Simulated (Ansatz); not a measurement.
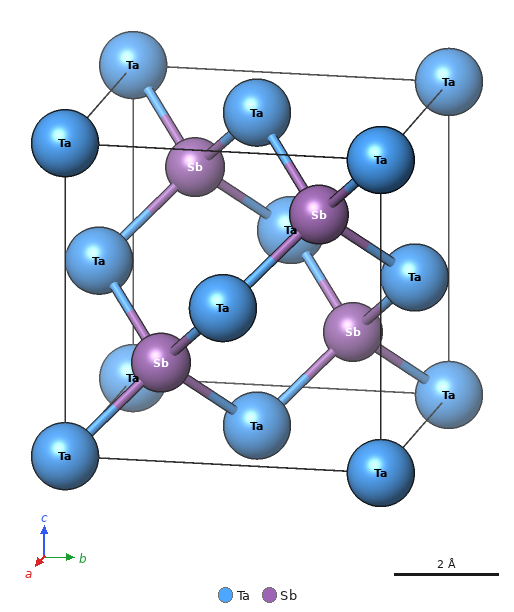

This is a crystal of TaSb (built on the zincblende type). Style: ball-and-stick. Shown: the conventional cell (4 times the calculation's cell), slightly off an axis. Lengths and directions refer to the drawn axes.

Theory: Ansatz 0.2.0, DFT r2SCAN, scalar-relativistic, plane waves, PAW. Set-up: plane-wave cutoff 500 eV; k-point mesh 10 × 10 × 10; occupations gaussian; smearing width 0.05 eV; no spin polarisation.

Change: The cell is strained by −2.0 % along c and none across it (volume −2.0 %), the atoms keeping their fractional coordinates. No relaxation follows.

> What does the calculation give for the changed structure?

The energy rises by 3.0 meV per atom. Pressure: 0.0 GPa before, 1.7 GPa after. All forces vanish by symmetry. Near-neighbour distances before and after: Sb–Ta 2.705 → 2.688 Å. The space group (tolerance 0.01 Å) goes from F-43m (No. 216) to I-4m2 (No. 119).

The changed structure in the same view:

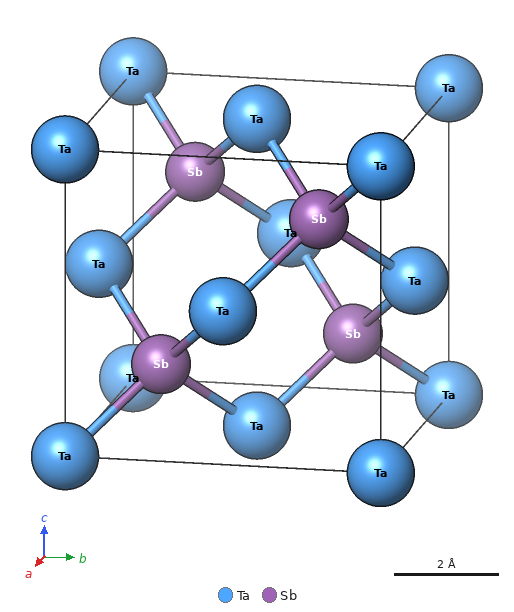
